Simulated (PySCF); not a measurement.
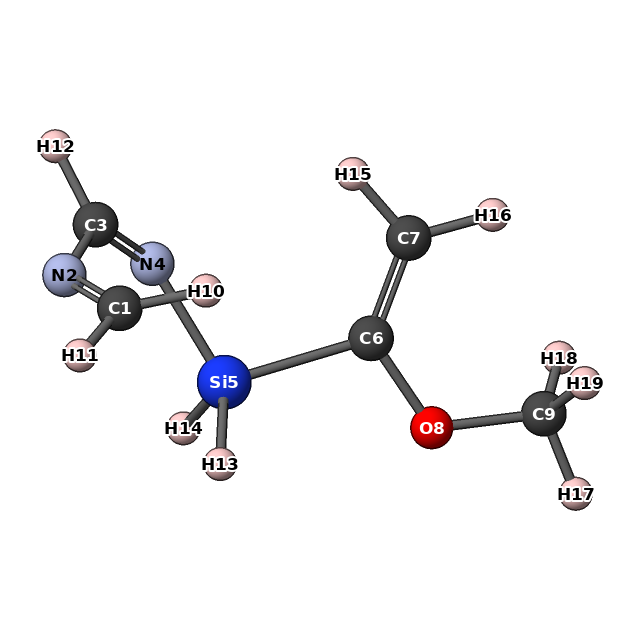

The questions are on isotropic NMR shieldings of the H atoms. The computed structure is the end point of a GFN2-xTB optimisation. No frequency run is at hand to confirm it as a minimum. Level of theory: GIAO PBE0/pcSseg-1 NMR shielding, non-relativistic, gas phase (PySCF 2.14.0).

List the isotropic NMR shieldings of the H atoms.

| atom | σ (ppm) |
| --- | --- |
| H10 | 24.19 |
| H11 | 24.41 |
| H12 | 22.79 |
| H13 | 26.83 |
| H14 | 26.66 |
| H15 | 27.16 |
| H16 | 27.01 |
| H17 | 27.61 |
| H18 | 28.15 |
| H19 | 28.21 |

The geometry is semi-empirical. Around Si such bond lengths and angles can be off by a tenth of an ångström or more and by several degrees, and values that hang on the shape move with them.
